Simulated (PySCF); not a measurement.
## Electronic structure of CH6BFSi (SMILES BC[SiH2]F) in real space

Input

```
{"job": {"kind": "nmr", "xc": "PBE0", "basis": "pcSseg-1"}, "charge": 0, "multiplicity": 1}
B      1.444955    -0.077414    -0.554473
C      0.438971     0.531013     0.456283
Si    -1.256388    -0.298651     0.180390
F     -1.692816    -0.107686    -1.359116
H      1.621385     0.430021    -1.593272
H      2.009674    -1.069479    -0.294111
H      0.701937     0.346760     1.497191
H      0.291523     1.604273     0.335030
H     -1.251290    -1.741089     0.375247
H     -2.299068     0.386906     0.934303
```

Launched as:

```sh
OMP_NUM_THREADS=1 python probes_run.py task.json out
```

Geometry: GFN2-xTB.

These are results of PBE0/pcSseg-1, SCF density, gas phase, non-relativistic (PySCF), not measurements.

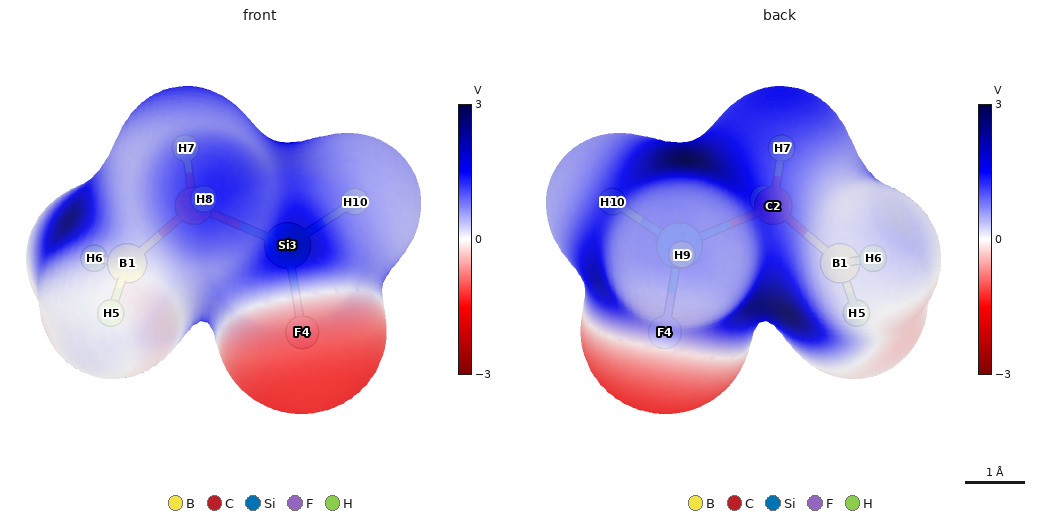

Figure 1. The electrostatic potential painted on the density surface at 0.004 e/bohr³, seen from the front and from behind; the colour scale runs from red (negative) to blue (positive).

> Where is the surface potential most negative and most positive?

The most negative region (about −1.2 V) lies over F4, the most positive (about +2.8 V) over B1 and Si3.

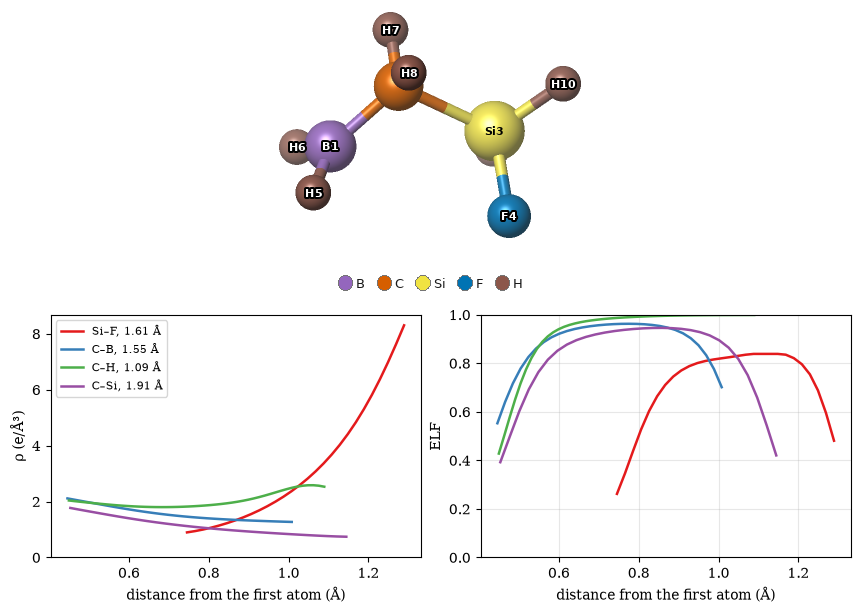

Figure 2. Electron density and electron localisation function along straight lines between neighbouring atoms. The curves leave out the atomic cores. The structure is drawn too.

> What can be read from the curves?

Si–F (1.61 Å): ρ at the midpoint is about 1.1 e/Å³; the ELF peaks at about 0.85 in the valence shell of F, 0.5 Å from its nucleus, and is about 0.55 at the midpoint.
C–B (1.55 Å): ρ at the midpoint is about 1.4 e/Å³; the ELF peaks at about 0.95 between the atoms, as expected for localised, covalent bonding.
C–H (1.09 Å): ρ is about 1.9 e/Å³ halfway; the ELF climbs to about 1 towards the hydrogen, as it does in any bond to H; an ordinary covalent bond to hydrogen.
C–Si (1.91 Å): ρ at the midpoint is about 0.88 e/Å³; the ELF peaks at about 0.95 between the atoms: a shared electron pair.
